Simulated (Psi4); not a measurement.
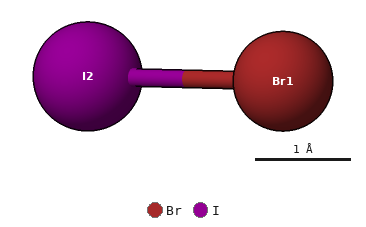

Fig. 1: The input geometry (ball-and-stick view, seen at a tilt; atoms are numbered from 1 in the order of the input).

# Run report: IBr, excited-state calculation

System: IBr (iodine monobromide).
Method: TDA (wB97X)/def2-SVP, RKS, core potentials def2 (Psi4 1.11).

The geometry comes from this level: PBE0-D4/def2-TZVP.

## Input (calc.py)
```python
import psi4

psi4.set_memory('1600 MB')
psi4.set_num_threads(1)
psi4.set_output_file('psi4.out', False)

m = psi4.geometry("""
0 1
Br     0.000000     0.000000    -0.002890
I      0.000000     0.000000     2.460860
units angstrom
symmetry c1
""")

psi4.set_options({
    'basis': 'def2-SVP',
    'puream': True,
    'scf_type': 'pk',
    'dft_radial_points': 99,
    'dft_spherical_points': 590,
    'save_jk': True,
})

from psi4.driver.procrouting.response.scf_response import tdscf_excitations
E, wfn = psi4.energy('wb97x', molecule=m, return_wfn=True)
states = tdscf_excitations(wfn, states=4, tda=True)
for k, s in enumerate(states, 1):
    print(f"root {k}: {s['EXCITATION ENERGY'] * 27.211386:.4f} eV  f = {s['OSCILLATOR STRENGTH (LEN)']:.4f}  {s['SYMMETRY']}")
print(f'total energy {E:.8f} hartree = {E * 27.211386:.5f} eV')
```

Hardware: 1 thread of Intel Xeon @ 2.70GHz, 189 GiB of memory available, shared host.

Launched with:
```bash
python calc.py
```

## What the program printed
```
Psi4 1.11 release

   => Loading Basis Set <=

    Name: DEF2-SVP
    Role: ORBITAL
    Keyword: BASIS

    !!!  WARNING: ECP capability is in beta. Please check occupations closely.  !!!

         ---------------------------------------------------------
                                   SCF
                              RKS Reference
                        1 Threads,   1525 MiB Core
         ---------------------------------------------------------

  ==> Geometry <==

    Molecular point group: c1
    Full point group: C_inf_v

    Geometry (in Angstrom), charge = 0, multiplicity = 1:

       Center              X                  Y                   Z               Mass
    ------------   -----------------  -----------------  -----------------  -----------------
         BR           0.000000000000     0.000000000000    -1.519077955466    78.918337600000
         I            0.000000000000     0.000000000000     0.944672044534   126.904471900000

  Running in c1 symmetry.

  Rotational constants: A = ************  B =      0.05707  C =      0.05707 [cm^-1]
  Rotational constants: A = ************  B =   1711.04949  C =   1711.04949 [MHz]
  Nuclear repulsion =  187.937111856418085

  Charge       = 0
  Multiplicity = 1
  Electrons    = 60
  Nalpha       = 30
  Nbeta        = 30

  ==> Algorithm <==

  SCF Algorithm Type is PK.
  DIIS enabled.
  MOM disabled.
  Fractional occupation disabled.
  Guess Type is SAD.
  Energy threshold   = 1.00e-06
  Density threshold  = 1.00e-06
  Integral threshold = 1.00e-12

  ==> Primary Basis <==

  Basis Set: DEF2-SVP
    Blend: DEF2-SVP
    Number of shells: 22
    Number of basis functions: 58
    Number of Cartesian functions: 63
    Spherical Harmonics?: true
    Max angular momentum: 2

  Core potential: DEF2-SVP
    Number of shells: 4
    Number of ECP primitives: 29
    Number of ECP core electrons: 28
    Max angular momentum: 3

  ==> DFT Potential <==

   => LibXC <=

    Version 7.1.2

   => Composite Functional: WB97X <=

    wB97X Hyb-GGA Exchange-Correlation Functional

    Deriv               =              1
    GGA                 =           TRUE
    Meta                =          FALSE

    Exchange Hybrid     =           TRUE
    MP2 Hybrid          =          FALSE

   => Exchange-Correlation Functionals <=

    1.0000   wB97X range-separated functional

   => Exact (HF) Exchange <=

    0.8423            HF,LR [omega = 0.3000]
    0.1577               HF

   => LibXC Density Thresholds  <==

    XC_HYB_GGA_XC_WB97X:  1.00E-14

   => Molecular Quadrature <=

    Radial Scheme          =       TREUTLER
    Pruning Scheme         =           NONE
    Nuclear Scheme         =       TREUTLER

    Blocking Scheme        =         OCTREE
    BS radius alpha        =              1
    Pruning alpha          =              1
    Radial Points          =             99
    Spherical Points       =            590
    Total Points           =         101234
    Total Blocks           =            830
    Max Points             =            256
    Max Functions          =             58
    Weights Tolerance      =       1.00E-15

  ==> Integral Setup <==

  Using in-core PK algorithm.
   Calculation information:
      Number of atoms:                   2
      Number of AO shells:              22
      Number of primitives:             53
      Number of atomic orbitals:        63
      Number of basis functions:        58

      Integral cutoff                 1.00e-12
      Number of threads:                 1

  Performing in-core PK
  Using 4393848 doubles for integral storage.
  We computed 29748 shell quartets total.
  Whereas there are 32131 unique shell quartets.

  Computing range-separated integrals for PK
  We computed 29748 wK shell quartets total.
  Whereas there are 32131 wK unique shell quartets.

  ==> DiskJK: Disk-Based J/K Matrices <==

    J tasked:                  Yes
    K tasked:                  Yes
    wK tasked:                 Yes
    Omega:               3.000E-01
    Memory [MiB]:             1012
    Schwarz Cutoff:          1E-12

  Cached 100.0% of DFT collocation blocks in 0.129 [GiB].

  Minimum eigenvalue in the overlap matrix is 2.8973514745E-02.
  Reciprocal condition number of the overlap matrix is 9.1913847488E-03.
    Using symmetric orthogonalization.

  ==> Pre-Iterations <==

  SCF Guess: Superposition of Atomic Densities via on-the-fly atomic UHF (no occupation information).

   -------------------------
    Irrep   Nso     Nmo
   -------------------------
     A         58      58
   -------------------------
    Total      58      58
   -------------------------

  ==> Iterations <==

                        Total Energy        Delta E     RMS |[F,P]|

   @RKS iter SAD: -2866.94097195936047   -2.86694e+03   0.00000e+00
   @RKS iter   1: -2871.31643066016295   -4.37546e+00   2.21736e-02 ADIIS/DIIS
   @RKS iter   2: -2871.48663315869953   -1.70202e-01   1.67389e-02 ADIIS/DIIS
   @RKS iter   3: -2871.61505276461776   -1.28420e-01   1.25040e-03 ADIIS/DIIS
   @RKS iter   4: -2871.61664439177139   -1.59163e-03   3.07597e-04 ADIIS/DIIS
   @RKS iter   5: -2871.61684128958950   -1.96898e-04   5.38142e-05 DIIS
   @RKS iter   6: -2871.61685422407027   -1.29345e-05   2.19519e-05 DIIS
   @RKS iter   7: -2871.61685575266574   -1.52860e-06   3.82285e-06 DIIS
   @RKS iter   8: -2871.61685582497012   -7.23044e-08   1.25373e-06 DIIS
   @RKS iter   9: -2871.61685583146573   -6.49561e-09   3.23274e-07 DIIS
  Energy and wave function converged.

  ==> Post-Iterations <==

   Electrons on quadrature grid:
      Ntotal   =   60.0000011534 ; deviation = 1.153e-06

    Orbital Energies [Eh]
    ---------------------

    Doubly Occupied:

       1A   -482.591889     2A    -62.502311     3A    -56.336742
       4A    -56.331647     5A    -56.331647     6A     -8.808837
       7A     -6.984896     8A     -6.648839     9A     -6.630927
      10A     -6.630927    11A     -5.026212    12A     -5.002465
      13A     -5.002465    14A     -2.772082    15A     -2.767406
      16A     -2.767406    17A     -2.753500    18A     -2.753499
      19A     -2.080191    20A     -2.073255    21A     -2.073255
      22A     -2.053578    23A     -2.053578    24A     -0.942274
      25A     -0.807506    26A     -0.491531    27A     -0.446180
      28A     -0.446180    29A     -0.360847    30A     -0.360847

    Virtual:

      31A     -0.051626    32A      0.320091    33A      0.380781
      34A      0.420517    35A      0.420517    36A      0.439988
      37A      0.475339    38A      0.475339    39A      0.502572
      40A      0.502573    41A      0.597177    42A      0.628714
      43A      0.628715    44A      0.666729    45A      0.666729
      46A      0.761154    47A      0.800063    48A      0.800063
      49A      1.115938    50A      3.519332    51A      3.519334
      52A      3.530767    53A      3.530767    54A      3.684921
      55A     18.761851    56A     18.761851    57A     18.952367
      58A     56.458517

    Final Occupation by Irrep:
              A
    DOCC [    30 ]
    NA   [    30 ]
    NB   [    30 ]

  @RKS Final Energy: -2871.61685583146573

   => Energetics <=

    Nuclear Repulsion Energy =            187.9371118564180847
    One-Electron Energy =               -4474.0464980556444061
    Two-Electron Energy =                1502.4945519118414268
    DFT Exchange-Correlation Energy =     -88.0020215440806339
    Empirical Dispersion Energy =           0.0000000000000000
    VV10 Nonlocal Energy =                  0.0000000000000000
    Total Energy =                      -2871.6168558314657275

Computation Completed

Properties will be evaluated at   0.000000,   0.000000,   0.000000 [a0]

Properties computed using the SCF density matrix

 Multipole Moments:

 ------------------------------------------------------------------------------------
     Multipole            Electronic (a.u.)      Nuclear  (a.u.)        Total (a.u.)
 ------------------------------------------------------------------------------------

 L = 1.  Multiply by 2.5417464519 to convert [e a0] to [Debye]
 Dipole X            :         -0.0000181            0.0000000           -0.0000181
 Dipole Y            :         -0.0000041            0.0000000           -0.0000041
 Dipole Z            :         56.2021583          -55.8431594            0.3589989
 Magnitude           :                                                    0.3589989

 ------------------------------------------------------------------------------------

	total time  =          5 seconds =       0.08 minutes

******************************************************************************************
**********                               WARNING                                **********
**********       The names of excited state variables changed between 1.5       **********
**********     and 1.6. For a quick solution, remove the symmetry specifier     **********
**********   from the variable name. For full details, see 'Notes on Psivars'   **********
**********                        in the documentation.                         **********
******************************************************************************************

         ---------------------------------------------------------
                         TDSCF excitation energies
         ---------------------------------------------------------

  ==> Options <==

     Residual threshold  : 1.0000e-04
     Initial guess       : denominators
     Reference           : RHF
     Solver type         : TDA (Davidson)

  ==> Requested Excitations <==

      4 singlet states with A symmetry

  ==> Seeking the lowest 4 singlet states with A symmetry

                         Generalized Davidson Solver

  ==> Options <==

    Max number of iterations        = 60
    Eigenvector tolerance           = 1.0000e-04
    Max number of expansion vectors = 800

  => Iterations <=
                           Max[D[value]]     Max[|R|]   # vectors
  DavidsonSolver iter   1:   1.82561e-01  5.54181e-02     16
  DavidsonSolver iter   2:   3.29203e-03  9.69585e-03     20
  DavidsonSolver iter   3:   8.56503e-05  1.11129e-03     24
  DavidsonSolver iter   4:   5.78059e-07  2.27653e-04     28
  DavidsonSolver iter   5:   8.80573e-09  1.77214e-05     32      Converged

******************************************************************************************
**********                               WARNING                                **********
**********  Length-gauge rotatory strengths are **NOT** gauge-origin invariant  **********
******************************************************************************************

                                    Excitation Energy         Total Energy        Oscillator Strength             Rotatory Strength
     #   Sym: GS->ES (Trans)        au              eV              au          au (length)    au (velocity)    au (length)    au (velocity)
    ---- -------------------- --------------- --------------- --------------- --------------- --------------- --------------- ---------------
     1        A->A (1 A)       0.09947         2.70681        -2871.51738      0.0000          0.0660          0.0000          0.0000
     2        A->A (1 A)       0.09947         2.70681        -2871.51738      0.0000          0.0660         -0.0000         -0.0000
     3        A->A (1 A)       0.17964         4.88828        -2871.43721      0.0006          0.0012         -0.0000         -0.0000
     4        A->A (1 A)       0.17964         4.88828        -2871.43721      0.0006          0.0012          0.0000          0.0000

Contributing excitations
Only contributions with abs(coeff) > 1.00e-01 will be printed:

Excited State    1 (1 A):   0.09947 au   458.05 nm f = 0.0000
  Sums of squares: Xssq =  1.000000e+00
     30a  ->  31a    -0.997353 (99.471%)

Excited State    2 (1 A):   0.09947 au   458.05 nm f = 0.0000
  Sums of squares: Xssq =  1.000000e+00
     29a  ->  31a     0.997353 (99.471%)

Excited State    3 (1 A):   0.17964 au   253.64 nm f = 0.0006
  Sums of squares: Xssq =  1.000000e+00
     27a  ->  31a     0.606707 (36.809%)
     28a  ->  31a    -0.791141 (62.590%)

Excited State    4 (1 A):   0.17964 au   253.64 nm f = 0.0006
  Sums of squares: Xssq =  1.000000e+00
     27a  ->  31a    -0.791141 (62.590%)
     28a  ->  31a    -0.606707 (36.809%)

******************************************************************************************
**********                               WARNING                                **********
**********       The names of excited state variables changed between 1.5       **********
**********     and 1.6. For a quick solution, remove the symmetry specifier     **********
**********   from the variable name. For full details, see 'Notes on Psivars'   **********
**********                        in the documentation.                         **********
******************************************************************************************
```

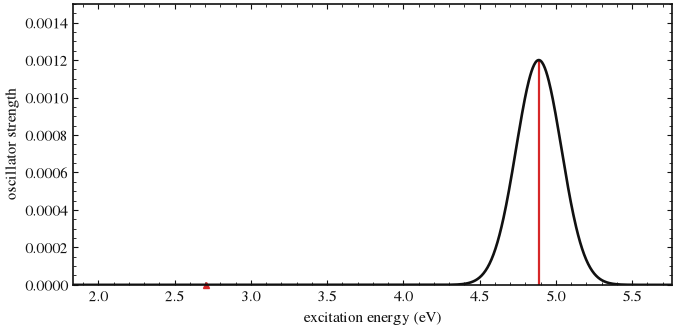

Fig. 2: Computed excitations as sticks (degenerate states added up, dark ones marked on the axis), with a Gaussian envelope of 0.35 eV full width at half maximum, scaled to the tallest. Of the 4 states the lowest lies at 2.71 eV (f = 0.000); the strongest line is at 4.89 eV, or 254 nm (f = 0.001, summed over 2 states that lie within 0.004 eV).

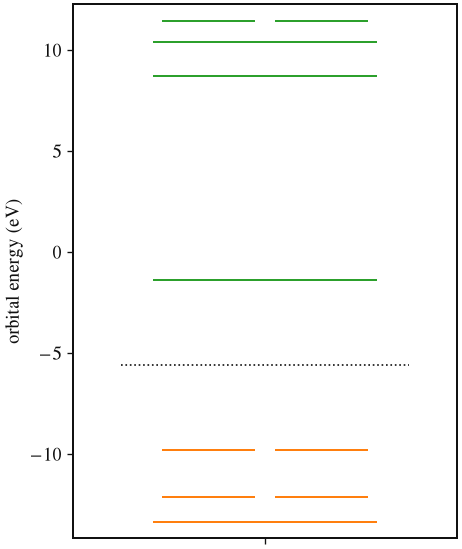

Fig. 3: Orbital energies near the frontier; the dotted line parts filled from empty levels, and levels within 0.02 eV of each other stand side by side. Highest filled −9.82 eV, lowest empty −1.40 eV, 8.42 eV apart.

## Results in brief

- outcome: converged
- total energy: −2871.616856 hartree
- basis functions: 58
- HOMO: −9.82 eV
- LUMO: −1.40 eV
- dipole moment: 0.91 D
- lowest excitation: 2.71 eV
- wall time: 12 s
- peak memory: 0.38 GiB
